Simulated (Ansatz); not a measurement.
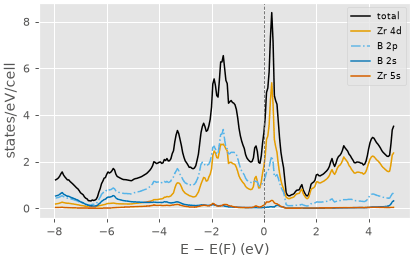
Figure. Total and projected density of states of ZrB$_{2}$ in space group P6_3/mmc (No. 194; Zr on 2c, B on 4f), plane-wave PAW PBE (Ansatz code)

### Question
Which orbitals carry the states next to the Fermi level?

### Answer
Within 0.5 eV of the Fermi level: Zr 4d 57 %, B 2p 35 %. Projections are on Löwdin-orthogonalised atomic valence shells; empty p or d shells of many metals are not among them.

### Question
Where is the tallest occupied peak in this window, and what makes it?

### Answer
Near -1.5 eV, about 6.5 states/eV per cell; the largest projected share is B 2p.

The start of the workflow was typed in or built on a structure type; neither database checked (COD, Materials Project) lists it. It is not the phase usual at ambient conditions (space group No. 191). The cell was relaxed with PBE under the symmetry of its start; its stability against distortions is not shown here. No spin polarisation was allowed. Spin–orbit coupling is left out wherever it is not named.

Potentials: the earlier of the program's two PAW sets.
